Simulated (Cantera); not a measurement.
A closed system holds: 1 mol MgF2, 0.76 mol HF, 3.9 mol H2, equilibrated at 98.0 mbar.

Cantera equilibrium calculation (NASA polynomials, part measured and part estimated; ideal gas, pure solids and liquids). Candidate condensed phases: Mg, MgF2; 17 gas species. Equilibrium is a limit: real reactors are often held back by kinetics, nucleation or transport.

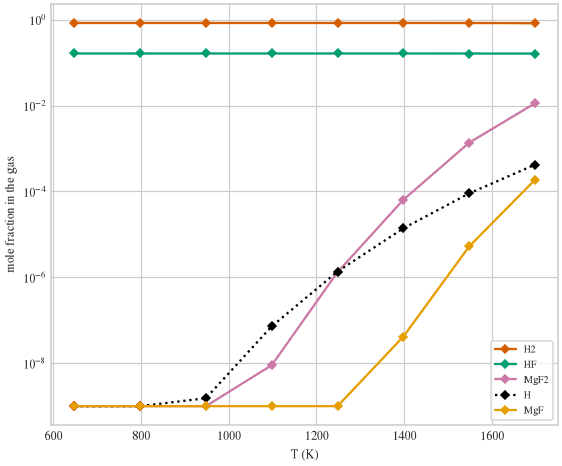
Equilibrium gas composition (values under 1e-9 drawn at 1e-9)

From 648 K to 1398 K the condensed part is MgF2(s). From 1548 K to 1698 K the condensed part is MgF2(l).
